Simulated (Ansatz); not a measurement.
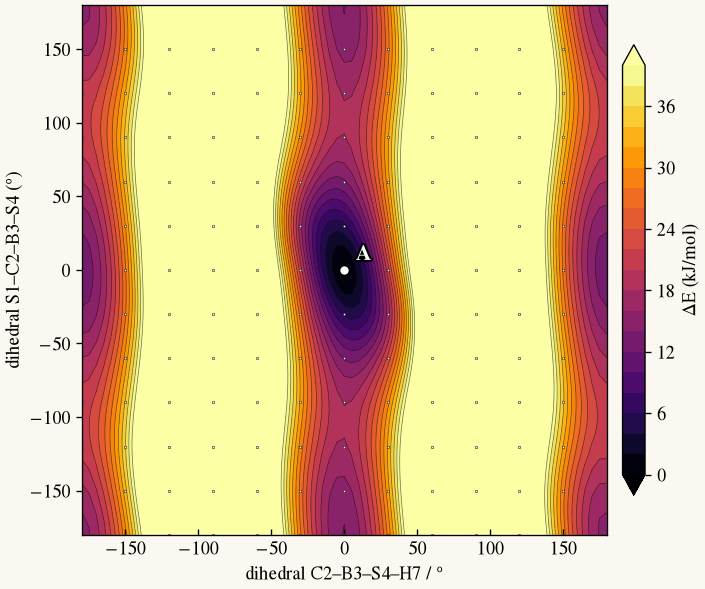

CH₂BClS₂, SMILES S=CB(S)Cl. The first coordinate is: dihedral C2–B3–S4–H7; the second: dihedral S1–C2–B3–S4. Nothing is relaxed (all other coordinates rigid). The grid has 12 × 12 points. Points are written as (first, second). Energies are in kJ/mol, from the lowest grid point. These are results of Ansatz 0.2.0, RKS PBE-D4/def2-SVP, not measurements.

In the figure: filled contours, dots at the grid points, one colour for all values above the top of the scale, the well A. Between grid points the surface is interpolated.

Q: Estimate the position of the minimum and the force constants in these coordinates. Take the well at A.

A: The interpolated minimum is at dihedral C2–B3–S4–H7 ≈ 0°, dihedral S1–C2–B3–S4 ≈ 0°. The curvatures there are about 1.9 eV/rad² and 0.55 eV/rad², with a cross term of about 0.34 eV/rad². Round the minimum the valley is somewhat tilted: raising dihedral C2–B3–S4–H7 shifts the best value of dihedral S1–C2–B3–S4 downwards (coupling k₁₂/√(k₁₁k₂₂) about 0.3). (1 eV is 96.5 kJ/mol.)
